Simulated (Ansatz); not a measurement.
Consider ZnS in the zinc blende structure (space group F-43m, No. 216; a = 5.357 Å).

Perturbation: the cell is scaled by 0.9773 in all directions; the atoms relax in the strained cell.

Level of theory: plane-wave PAW DFT at the PBEsol level (Ansatz, a first-principles code, 420 eV), scalar-relativistic without spin-orbit coupling.

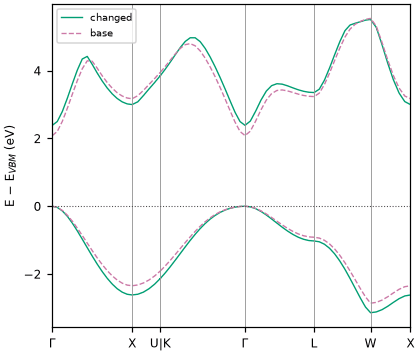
Fig. 1. Highest valence and lowest conduction band along the path, each from its own valence-band maximum

Problem. Read the changed gap and its character from the plot.

Solution. About 2.4 eV, direct at Γ.

No phonon test of stability was made.
